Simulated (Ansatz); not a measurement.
## Abstraction of H: C3H6 + C2H5Sn → C3H5 + C2H6Sn

Species: C3H6 `C1CC1`, singlet; C2H5Sn `C=[CH][SnH2]`, doublet; C3H5 (cyclopropyl) `[CH]1CC1`, doublet; C2H6Sn `C=[CH][SnH3]`, singlet. A radical takes H: the energy is the difference in strength between the C–H bond broken and the Sn–H bond made.

Shapes, held fixed at every level: PBE0-D4/def2-TZVP. Flexible molecules stand in one conformer, not always the lowest. Programs: Ansatz 0.2.0. The zero-point and thermal change to 298 K, harmonic and unscaled (PBE0-D4/def2-TZVP), is -16.0 kJ/mol.

```csv
level,kind,ΔH(298 K) (kJ/mol),less CCSD(T)/def2-TZVPP
HF/def2-TZVPP,Hartree–Fock,+114.3,-20.0
r2SCAN-D4/def2-TZVPP,meta-GGA,+128.3,-6.0
B3LYP-D4/def2-TZVPP,global hybrid,+135.4,+1.1
BHLYP-D4/def2-TZVPP,global hybrid,+130.8,-3.5
PBE0-D4/def2-TZVPP,global hybrid,+135.4,+1.1
CCSD(T)/def2-SVP,coupled cluster or CI,+137.8,+3.5
CCSD/def2-SVP,coupled cluster or CI,+136.3,+2.0
CCSD(T)/def2-TZVPP,coupled cluster or CI,+134.3,0.0
```

The highest level, CCSD(T)/def2-TZVPP, gives ΔH(298 K) = +134.3 kJ/mol; the levels span +114.3 to +137.8. The column of differences is taken from that level and isn't an error. No measured value is set beside it here. Spin contamination: C2H5Sn (⟨S²⟩ up to 0.83). Open shells run unrestricted. For atoms past krypton def2 sets carry core potentials with scalar relativity. Outer-core shells of Sn are correlated in most correlated rows, in sets that cover them unevenly.

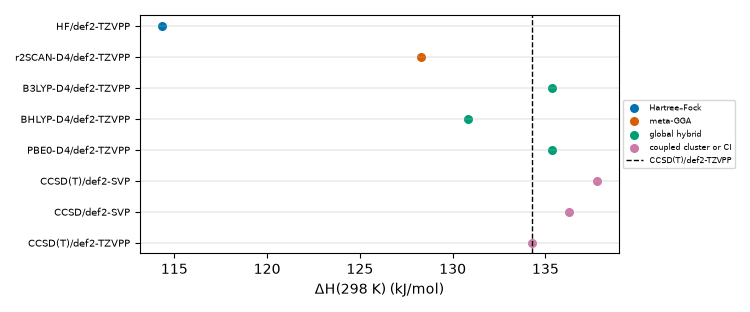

The values of the table, level by level.
